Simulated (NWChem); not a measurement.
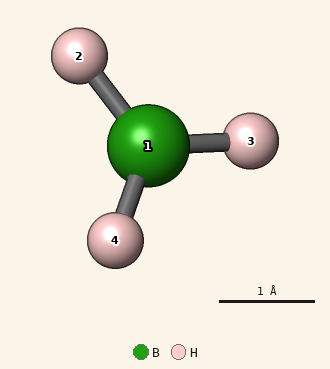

**Figure 1.** The structure as given in the input (ball-and-stick view, seen at a tilt; atoms are numbered from 1 in the order of the input). Bond lengths as drawn: B–H 1.19 Å.

## Single-point calculation, with input and output: BH₃

The run: single-point calculation of BH₃, SMILES B. Method and program: CCSD/def2-TZVPPD, RHF (NWChem 7.3.0).

The geometry comes from this level: PBE0-D4/def2-TZVP.

**Log**
```
Northwest Computational Chemistry Package (NWChem) 7.3.0
             --------------------------------------------------------

           Job information
           ---------------

    nwchem branch   = 7.3.0
    use scalapack   = T
    input           = geom.nw
    prefix          = geom.
    data base       = ./geom.db
    status          = startup
    nproc           =        1

           Memory information
           ------------------

    heap     =     72089598 doubles =      550.0 Mbytes
    stack    =     72089595 doubles =      550.0 Mbytes
    global   =    144179200 doubles =     1100.0 Mbytes (distinct from heap & stack)
    total    =    288358393 doubles =     2200.0 Mbytes
    verify   = yes
    hardfail = no

           Directory information
           ---------------------

  0 permanent = .
  0 scratch   = .

                                NWChem Input Module
                                -------------------

                                        BH3
                                        ---

 Scaling coordinates for geometry "geometry" by  1.889725989
 (inverse scale =  0.529177249)

                             Geometry "geometry" -> ""
                             -------------------------

 Output coordinates in angstroms (scale by  1.889725989 to convert to a.u.)

  No.       Tag          Charge          X              Y              Z
 ---- ---------------- ---------- -------------- -------------- --------------
    1 B                    5.0000     0.01390000    -0.01510000    -0.00510000
    2 H                    1.0000     0.98220000     0.38170000     0.56880000
    3 H                    1.0000    -0.27620000    -1.17180000     0.04300000
    4 H                    1.0000    -0.66440000     0.74490000    -0.62690000

      Atomic Mass
      -----------

      B                 11.009310
      H                  1.007825

 Effective nuclear repulsion energy (a.u.)       7.4188387721

            Nuclear Dipole moment (a.u.)
            ----------------------------
        X                 Y               Z
 ---------------- ---------------- ----------------
     0.2099485573    -0.2280899268    -0.0767228751

            XYZ format geometry
            -------------------
     4
 geometry
 B                     0.01390000    -0.01510000    -0.00510000
 H                     0.98220000     0.38170000     0.56880000
 H                    -0.27620000    -1.17180000     0.04300000
 H                    -0.66440000     0.74490000    -0.62690000

 ==============================================================================
                                internuclear distances
 ------------------------------------------------------------------------------
       center one      |      center two      | atomic units |  angstroms
 ------------------------------------------------------------------------------
    2 H                |   1 B                |     2.25537  |     1.19349
    3 H                |   1 B                |     2.25538  |     1.19349
    4 H                |   1 B                |     2.25530  |     1.19345
 ------------------------------------------------------------------------------
                         number of included internuclear distances:          3
 ==============================================================================

 ==============================================================================
                                 internuclear angles
 ------------------------------------------------------------------------------
        center 1       |       center 2       |       center 3       |  degrees
 ------------------------------------------------------------------------------
    2 H                |   1 B                |   3 H                |   120.00
    2 H                |   1 B                |   4 H                |   120.00
    3 H                |   1 B                |   4 H                |   120.00
 ------------------------------------------------------------------------------
                            number of included internuclear angles:          3
 ==============================================================================

 Summary of "ao basis" -> "" (spherical)
 ------------------------------------------------------------------------------
       Tag                 Description            Shells   Functions and Types
 ---------------- ------------------------------  ------  ---------------------
 *                        def2-TZVPPD                 on all atoms

                      Basis "ao basis" -> "ao basis" (spherical)
                      -----
  [basis functions not shown]

 Summary of "ao basis" -> "ao basis" (spherical)
 ------------------------------------------------------------------------------
       Tag                 Description            Shells   Functions and Types
 ---------------- ------------------------------  ------  ---------------------
 B                        def2-TZVPPD               13       37   6s3p3d1f
 H                        def2-TZVPPD                7       17   3s3p1d

                                 NWChem SCF Module
                                 -----------------

                                        BH3

  ao basis        = "ao basis"
  functions       =    88
  atoms           =     4
  closed shells   =     4
  open shells     =     0
  charge          =   0.00
  wavefunction    = RHF
  input vectors   = atomic
  output vectors  = ./geom.movecs
  use symmetry    = F
  symmetry adapt  = F

 Forming initial guess at       0.0s

 Starting SCF solution at       0.1s

       Final RHF  results
       ------------------

         Total SCF energy =    -26.400655885119
      One-electron energy =    -49.015485611689
      Two-electron energy =     15.195990954427
 Nuclear repulsion energy =      7.418838772143

        Time for solution =      3.1s

                   Four-Index Transformation
                   -------------------------
          Number of basis functions:             88
          Number of shells:                      34
          Number of occupied orbitals:            4
          Number of occ. correlated orbitals:     3
          Block length:                          16
          Superscript MO index range:      2 -    4
          Subscript MO index range:        2 -   88
          MO coefficients read from:  ./geom.movecs
          Number of operator matrices in core:   12
          Half-transformed integrals produced

     Pass:    1     Index range:    2  -    4     Time:      0.69
 ------------------------------------------
 MP2 Energy (coupled cluster initial guess)
 ------------------------------------------
 Reference energy:            -26.400655885118503
 MP2 Corr. energy:             -0.113531397562398
 Total MP2 energy:            -26.514187282680901

 ****************************************************************************
              the segmented parallel ccsd program:    1 nodes
 ****************************************************************************

 level of theory    ccsd
 number of core         1
 number of occupied     3
 number of virtual     84
 number of deleted      0
 total functions       88
 number of shells      34
 basis label          566

   ***** ccsd parameters *****
   iprt   =     0
   convi  =  0.100E-05
   maxit  =    60
   mxvec  =     5
 memory            144167628
  Using  1 OpenMP thread(s) in CCSD
  Failed reading restart vector from ./geom.t2
  Using MP2 initial guess vector

 iter     correlation     delta       rms       T2     Non-T2      Main
             energy      energy      error      ampl     ampl      Block
                                                time     time      time
   1     -0.1296765717 -1.297D-01  1.103D-02     2.52     0.00     2.50
   2     -0.1336229793 -3.946D-03  1.411D-02     2.53     0.00     2.51
   3     -0.1352368874 -1.614D-03  2.859D-03     2.55     0.00     2.53
   4     -0.1353411333 -1.042D-04  1.573D-03     2.57     0.00     2.55
   5     -0.1353560811 -1.495D-05  2.706D-04     2.55     0.00     2.53
   6     -0.1353522519  3.829D-06  3.043D-05     2.55     0.00     2.53
   7     -0.1353518088  4.431D-07  1.025D-05     2.53     0.00     2.51
   8     -0.1353518109 -2.060D-09  3.862D-06     2.49     0.00     2.47
   9     -0.1353519714 -1.605D-07  2.087D-06     2.52     0.00     2.50
  10     -0.1353520099 -3.852D-08  1.064D-06     2.51     0.00     2.49
  11     -0.1353520154 -5.473D-09  1.996D-07     2.49     0.00     2.47
                  *************converged*************

 -----------
 CCSD Energy
 -----------
 Reference energy:             -26.400655885118503
 CCSD corr. energy:             -0.135352015354342
 Total CCSD energy:            -26.536007900472846

 --------------------------------
 Spin Component Scaled (SCS) CCSD
 --------------------------------
 Same spin contribution:                 -0.012177030057737
 Same spin scaling factor:                1.130000000000000
 Opposite spin contribution:             -0.123174985296605
 Opposite spin scaling fact.:             1.270000000000000
 SCS-CCSD correlation energy:            -0.170192275291931
 Total SCS-CCSD energy:                 -26.570848160410435

 routine      calls  cpu(0)   cpu-min  cpu-ave  cpu-max   i/o
 aoccsd          1     0.00     0.00     0.00     0.00    0.00
 iterdrv         1     0.01     0.01     0.01     0.01    0.00
 pampt          11     0.01     0.01     0.01     0.01    0.00
 t2pm           11     0.04     0.04     0.04     0.04    0.00
 sxy            11     0.27     0.27     0.27     0.27    0.00
 ints      3894275    24.86    24.86    24.86    24.86    0.00
 t2eri        6545     1.78     1.78     1.78     1.78    0.00
 idx2         6545     0.25     0.25     0.25     0.25    0.00
 idx34          11     0.01     0.01     0.01     0.01    0.00
 ht2pm          11     0.05     0.05     0.05     0.05    0.00
 itm            11     0.13     0.13     0.13     0.13    0.00
 pdiis          11     0.01     0.01     0.01     0.01    0.00
 Total                27.41    27.41    27.41    27.41    0.00

 Task  times  cpu:       31.7s     wall:       31.7s
 Total times  cpu:       31.7s     wall:       31.7s
```

The run was set up as follows.

**Input file**
```
start geom
title "BH3"
memory total 2200 mb
charge 0
geometry units angstroms noautosym nocenter noautoz
   B        0.013900      -0.015100      -0.005100
   H        0.982200       0.381700       0.568800
   H       -0.276200      -1.171800       0.043000
   H       -0.664400       0.744900      -0.626900
end
basis spherical bse
   * library def2-TZVPPD
end
scf
   thresh 1e-08
   maxiter 80
   print low
end
ccsd
   freeze core 1
   maxiter 60
end
task ccsd energy
```

Command:
```bash
nwchem geom.nw > geom.out
```

**Key numbers**

```tsv
quantity	value
outcome	converged
total energy	−26.536008 hartree
SCF energy	−26.400656 hartree
MP2 energy	−26.514187 hartree
correlation energy	−0.135352 hartree
basis functions	88
hardware	1 thread of AMD EPYC (Zen 5), 16 GiB of memory available, shared host
wall time	32 s
peak memory	0.11 GiB
```
